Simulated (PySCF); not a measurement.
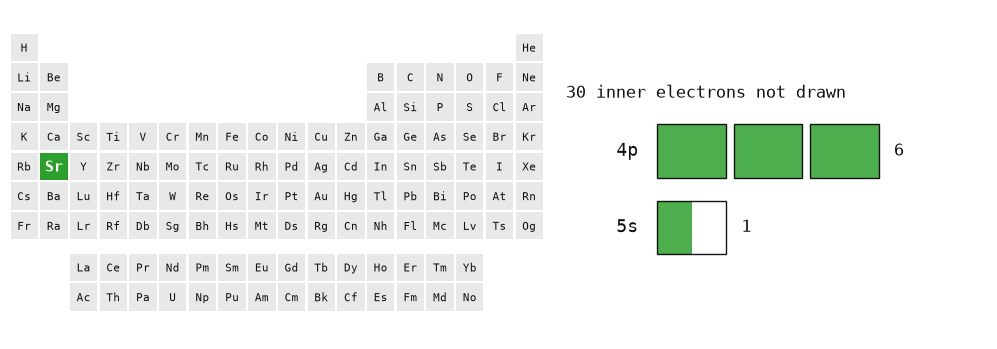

Fig. 1: Left, the place of strontium in the periodic table; right, the outer shells of the nominal configuration: a box for each of the 2l + 1 orbitals, shaded by the share of the shell that is filled, with the electron count at the right.

# Sr⁺: atomic calculation

- system: Sr⁺, configuration 1s2 2s2 2p6 3s2 3p6 3d10 4s2 4p6 5s1, multiplicity 2.
- method: unrestricted M06-2X, aug-cc-pVDZ-X2C, spin-free X2C-1e, Gaussian nucleus (PySCF)

### Input
```python
from pyscf import gto, scf, dft, mp, cc
import basis_set_exchange as bse
mol = gto.M(atom="Sr 0 0 0", charge=1, spin=1, symmetry="D2h",
            basis=gto.basis.parse(bse.get_basis("aug-cc-pVDZ-X2C", elements=["Sr"], fmt="nwchem", header=False)),
            nucmod="G")
mf = dft.UKS(mol, xc="M062X").sfx2c1e()
mf.irrep_nelec = {'Ag': (7, 6), 'B1g': (1, 1), 'B2g': (1, 1), 'B3g': (1, 1), 'B1u': (3, 3), 'B2u': (3, 3), 'B3u': (3, 3)}
mf.kernel()
```

The script is an equivalent of what the driver set up; the driver computed the properties (radii, ⟨L²⟩, response) afterwards. It also set what the script leaves out: max_cycle = 50, level_shift = 2.0, guess = atom. It held the occupations shell by shell, which the script's counts by irreducible representation don't always enforce.

Hardware: 1 thread of Intel Xeon, 54 GiB of memory available, shared host.

The run was one of a batch that the task file lists, launched with:
```bash
OMP_NUM_THREADS=1 python <driver script> TASK.json OUT
```

### The program's output (extracts)
```
damping factor = 0
level_shift factor = 2.0
DIIS = <class 'pyscf.scf.diis.CDIIS'>
diis_start_cycle = 1
diis_space = 10
diis_damp = 0
SCF conv_tol = 1e-09
SCF conv_tol_grad = None
number electrons alpha = 19  beta = 18
irrep_nelec {'Ag': (7, 6), 'B1g': (1, 1), 'B2g': (1, 1), 'B3g': (1, 1), 'B1u': (3, 3), 'B2u': (3, 3), 'B3u': (3, 3)}
XC functionals = M062X
    Y. Zhao and D. G. Truhlar.,  Theor. Chem. Acc. 120, 215 (2008)
    Y. Zhao and D. G. Truhlar.,  Theor. Chem. Acc. 120, 215 (2008)
alpha HOMO (Ag) = -0.181297070243248  LUMO (B3u) = 1.97045693848254

WARN: HOMO -0.181297070243248 >= LUMO -0.181297070243213

cycle= 1 E= -3179.22815576132  delta_E= 0.221  |g|= 0.0815  |ddm|= 0.764
alpha HOMO (Ag) = -0.365528831328269  LUMO (Ag) = 1.79424039153487
  HOMO = -0.365528831328  LUMO = 1.70217267572  gap/eV = 56.26502
cycle= 2 E= -3179.2321694871  delta_E= -0.00401  |g|= 0.0602  |ddm|= 0.282
alpha HOMO (Ag) = -0.365655708911734  LUMO (Ag) = 1.80205348016279
  HOMO = -0.365655708912  LUMO = 1.74915485201  gap/eV = 57.54693
cycle= 3 E= -3179.2349158971  delta_E= -0.00275  |g|= 0.0504  |ddm|= 0.272
alpha HOMO (Ag) = -0.365264622012886  LUMO (Ag) = 1.80959806068813
  HOMO = -0.365264622013  LUMO = 1.76294652943  gap/eV = 57.91158
cycle= 4 E= -3179.23712591503  delta_E= -0.00221  |g|= 0.0437  |ddm|= 0.299
alpha HOMO (Ag) = -0.362605533247671  LUMO (Ag) = 1.82003612693932
  HOMO = -0.362605533248  LUMO = 1.76646073976  gap/eV = 57.93484
cycle= 5 E= -3179.23914805255  delta_E= -0.00202  |g|= 0.0375  |ddm|= 0.374
alpha HOMO (Ag) = -0.364030754509275  LUMO (Ag) = 1.82096425847568
  HOMO = -0.364030754509  LUMO = 1.76092062567  gap/eV = 57.82287
cycle= 6 E= -3179.24068909037  delta_E= -0.00154  |g|= 0.0322  |ddm|= 0.372
alpha HOMO (Ag) = -0.36482390047274  LUMO (Ag) = 1.82083675873763
  HOMO = -0.364823900473  LUMO = 1.75864960341  gap/eV = 57.78266
cycle= 7 E= -3179.24180612177  delta_E= -0.00112  |g|= 0.0277  |ddm|= 0.341
alpha HOMO (Ag) = -0.365494598006911  LUMO (Ag) = 1.82089723999588
  HOMO = -0.365494598007  LUMO = 1.75912697649  gap/eV = 57.81390
cycle= 8 E= -3179.24262228744  delta_E= -0.000816  |g|= 0.0239  |ddm|= 0.305
alpha HOMO (Ag) = -0.366227416336125  LUMO (Ag) = 1.82088055030466
  HOMO = -0.366227416336  LUMO = 1.76170265473  gap/eV = 57.90393
cycle= 9 E= -3179.24322169516  delta_E= -0.000599  |g|= 0.0206  |ddm|= 0.267
alpha HOMO (Ag) = -0.366562005796936  LUMO (Ag) = 1.82063567631162
  HOMO = -0.366562005797  LUMO = 1.76248410495  gap/eV = 57.93430
cycle= 10 E= -3179.24366189578  delta_E= -0.00044  |g|= 0.0178  |ddm|= 0.231
alpha HOMO (Ag) = -0.366861206333069  LUMO (Ag) = 1.82038862659185
  HOMO = -0.366861206333  LUMO = 1.76210610717  gap/eV = 57.93215
cycle= 11 E= -3179.24397802659  delta_E= -0.000316  |g|= 0.0155  |ddm|= 0.188
alpha HOMO (Ag) = -0.367415059362466  LUMO (Ag) = 1.82066334955299
  HOMO = -0.367415059362  LUMO = 1.76184575049  gap/eV = 57.94014
cycle= 12 E= -3179.2442295011  delta_E= -0.000251  |g|= 0.0135  |ddm|= 0.174
alpha HOMO (Ag) = -0.367300723614221  LUMO (Ag) = 1.82020318217405
  HOMO = -0.367300723614  LUMO = 1.76115267394  gap/eV = 57.91817
cycle= 13 E= -3179.24440690871  delta_E= -0.000177  |g|= 0.0118  |ddm|= 0.135
alpha HOMO (Ag) = -0.367695379911632  LUMO (Ag) = 1.82037654400329
  HOMO = -0.367695379912  LUMO = 1.76124250653  gap/eV = 57.93135
cycle= 14 E= -3179.24454609326  delta_E= -0.000139  |g|= 0.0103  |ddm|= 0.12
alpha HOMO (Ag) = -0.367938218202634  LUMO (Ag) = 1.82045475738876
  HOMO = -0.367938218203  LUMO = 1.76123641662  gap/eV = 57.93779
cycle= 15 E= -3179.24465455916  delta_E= -0.000108  |g|= 0.00904  |ddm|= 0.106
alpha HOMO (Ag) = -0.368045872904107  LUMO (Ag) = 1.82043103318013
  HOMO = -0.368045872904  LUMO = 1.76117916616  gap/eV = 57.93916
cycle= 16 E= -3179.244737291  delta_E= -8.27e-05  |g|= 0.00791  |ddm|= 0.0914
alpha HOMO (Ag) = -0.368142798783865  LUMO (Ag) = 1.82041684273121
  HOMO = -0.368142798784  LUMO = 1.76110092891  gap/eV = 57.93967
cycle= 17 E= -3179.24480082225  delta_E= -6.35e-05  |g|= 0.00692  |ddm|= 0.0786
alpha HOMO (Ag) = -0.368233223228477  LUMO (Ag) = 1.82043182543223
  HOMO = -0.368233223228  LUMO = 1.76112645598  gap/eV = 57.94283
cycle= 18 E= -3179.24484973317  delta_E= -4.89e-05  |g|= 0.00605  |ddm|= 0.0681
alpha HOMO (Ag) = -0.36824635304759  LUMO (Ag) = 1.82037781369815
  HOMO = -0.368246353048  LUMO = 1.7612002571  gap/eV = 57.94519
cycle= 19 E= -3179.24488687778  delta_E= -3.71e-05  |g|= 0.00531  |ddm|= 0.0572
alpha HOMO (Ag) = -0.368277741440277  LUMO (Ag) = 1.82036570333188
  HOMO = -0.36827774144  LUMO = 1.76117021634  gap/eV = 57.94523
cycle= 20 E= -3179.24491532558  delta_E= -2.84e-05  |g|= 0.00466  |ddm|= 0.0488
alpha HOMO (Ag) = -0.368351054458732  LUMO (Ag) = 1.82041045362596
  HOMO = -0.368351054459  LUMO = 1.76120677026  gap/eV = 57.94822
cycle= 21 E= -3179.24493753045  delta_E= -2.22e-05  |g|= 0.00409  |ddm|= 0.0433
alpha HOMO (Ag) = -0.368390883443497  LUMO (Ag) = 1.82042417315054
  HOMO = -0.368390883443  LUMO = 1.76122165787  gap/eV = 57.94971
cycle= 22 E= -3179.24495469482  delta_E= -1.72e-05  |g|= 0.00358  |ddm|= 0.0377
alpha HOMO (Ag) = -0.368405466055391  LUMO (Ag) = 1.82041237114452
  HOMO = -0.368405466055  LUMO = 1.76119858319  gap/eV = 57.94948
cycle= 23 E= -3179.24496786431  delta_E= -1.32e-05  |g|= 0.00314  |ddm|= 0.032
alpha HOMO (Ag) = -0.368428198679967  LUMO (Ag) = 1.82042267081208
  HOMO = -0.36842819868  LUMO = 1.76120690037  gap/eV = 57.95032
cycle= 24 E= -3179.24497802448  delta_E= -1.02e-05  |g|= 0.00276  |ddm|= 0.0278
alpha HOMO (Ag) = -0.368433268161282  LUMO (Ag) = 1.82041399681616
  HOMO = -0.368433268161  LUMO = 1.76120238286  gap/eV = 57.95034
cycle= 25 E= -3179.24498581605  delta_E= -7.79e-06  |g|= 0.00242  |ddm|= 0.0236
alpha HOMO (Ag) = -0.368442759982219  LUMO (Ag) = 1.82041567087654
  HOMO = -0.368442759982  LUMO = 1.76120448364  gap/eV = 57.95065
cycle= 26 E= -3179.24499181823  delta_E= -6e-06  |g|= 0.00212  |ddm|= 0.0203
alpha HOMO (Ag) = -0.368451671327515  LUMO (Ag) = 1.82041686579471
  HOMO = -0.368451671328  LUMO = 1.76120625145  gap/eV = 57.95094
cycle= 27 E= -3179.2449964513  delta_E= -4.63e-06  |g|= 0.00187  |ddm|= 0.0175
alpha HOMO (Ag) = -0.368458547837305  LUMO (Ag) = 1.82041875988959
  HOMO = -0.368458547837  LUMO = 1.76120765852  gap/eV = 57.95117
cycle= 28 E= -3179.24500002733  delta_E= -3.58e-06  |g|= 0.00164  |ddm|= 0.015
alpha HOMO (Ag) = -0.368462863886062  LUMO (Ag) = 1.82041930802211
  HOMO = -0.368462863886  LUMO = 1.76120746401  gap/eV = 57.95128
cycle= 29 E= -3179.24500278586  delta_E= -2.76e-06  |g|= 0.00144  |ddm|= 0.0129
alpha HOMO (Ag) = -0.368467006642635  LUMO (Ag) = 1.8204207414264
  HOMO = -0.368467006643  LUMO = 1.76120866314  gap/eV = 57.95143
cycle= 30 E= -3179.24500491615  delta_E= -2.13e-06  |g|= 0.00127  |ddm|= 0.0111
alpha HOMO (Ag) = -0.368469289941234  LUMO (Ag) = 1.82042054509162
  HOMO = -0.368469289941  LUMO = 1.76120830802  gap/eV = 57.95148
cycle= 31 E= -3179.24500656061  delta_E= -1.64e-06  |g|= 0.00111  |ddm|= 0.00955
alpha HOMO (Ag) = -0.368471774810442  LUMO (Ag) = 1.82042152034603
  HOMO = -0.36847177481  LUMO = 1.7612102893  gap/eV = 57.95160
cycle= 32 E= -3179.2450078314  delta_E= -1.27e-06  |g|= 0.000979  |ddm|= 0.00823
alpha HOMO (Ag) = -0.368473647642616  LUMO (Ag) = 1.82042225937943
  HOMO = -0.368473647643  LUMO = 1.76121228256  gap/eV = 57.95171
cycle= 33 E= -3179.24500881369  delta_E= -9.82e-07  |g|= 0.000861  |ddm|= 0.00709
alpha HOMO (Ag) = -0.368474977213439  LUMO (Ag) = 1.8204225448815
  HOMO = -0.368474977213  LUMO = 1.76121255243  gap/eV = 57.95175
cycle= 34 E= -3179.24500957313  delta_E= -7.59e-07  |g|= 0.000757  |ddm|= 0.0061
alpha HOMO (Ag) = -0.368475894085849  LUMO (Ag) = 1.82042267885463
  HOMO = -0.368475894086  LUMO = 1.76121279385  gap/eV = 57.95178
cycle= 35 E= -3179.24501016036  delta_E= -5.87e-07  |g|= 0.000666  |ddm|= 0.00525
alpha HOMO (Ag) = -0.36847673718964  LUMO (Ag) = 1.82042306211792
  HOMO = -0.36847673719  LUMO = 1.76121358671  gap/eV = 57.95183
cycle= 36 E= -3179.24501061466  delta_E= -4.54e-07  |g|= 0.000586  |ddm|= 0.00452
alpha HOMO (Ag) = -0.36847733327349  LUMO (Ag) = 1.8204232685371
  HOMO = -0.368477333273  LUMO = 1.76121361272  gap/eV = 57.95184
cycle= 37 E= -3179.2450109662  delta_E= -3.52e-07  |g|= 0.000516  |ddm|= 0.00389
alpha HOMO (Ag) = -0.368477814251501  LUMO (Ag) = 1.82042345351956
  HOMO = -0.368477814252  LUMO = 1.7612140778  gap/eV = 57.95187
cycle= 38 E= -3179.2450112383  delta_E= -2.72e-07  |g|= 0.000454  |ddm|= 0.00336
alpha HOMO (Ag) = -0.368478160723916  LUMO (Ag) = 1.82042355911671
  HOMO = -0.368478160724  LUMO = 1.76121411665  gap/eV = 57.95188
cycle= 39 E= -3179.24501144895  delta_E= -2.11e-07  |g|= 0.0004  |ddm|= 0.00289
alpha HOMO (Ag) = -0.368478424402619  LUMO (Ag) = 1.8204236200376
  HOMO = -0.368478424403  LUMO = 1.76121405772  gap/eV = 57.95188
cycle= 40 E= -3179.24501161208  delta_E= -1.63e-07  |g|= 0.000352  |ddm|= 0.00249
alpha HOMO (Ag) = -0.368478682329354  LUMO (Ag) = 1.82042
```

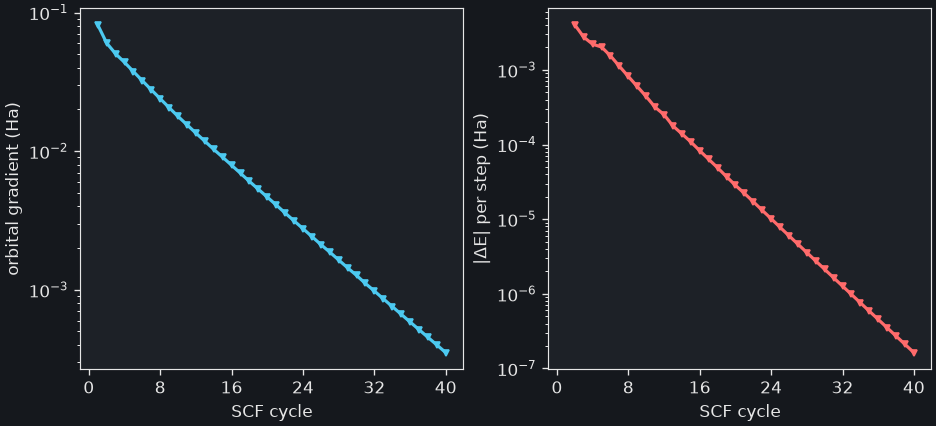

Fig. 2: Convergence: orbital gradient and change of the energy from step to step (the smallest changes aren't drawn) against the SCF cycle. The residual is still falling at the last step (down to 4 × 10⁻⁴), so the run was stopped before it reached the threshold. It goes from 0.082 to 0.00035 in 40 steps.

### Outcome

- outcome: not converged
- total energy: −3179.2450 hartree
- ⟨S²⟩: 0.750
- SCF iterations: 50
- wall time: 5.6 s

### Diagnosis

The run did not meet its convergence test in 50 iterations, so its last values are not results. Caveats: level shift left on, which raises the virtual orbital energies.
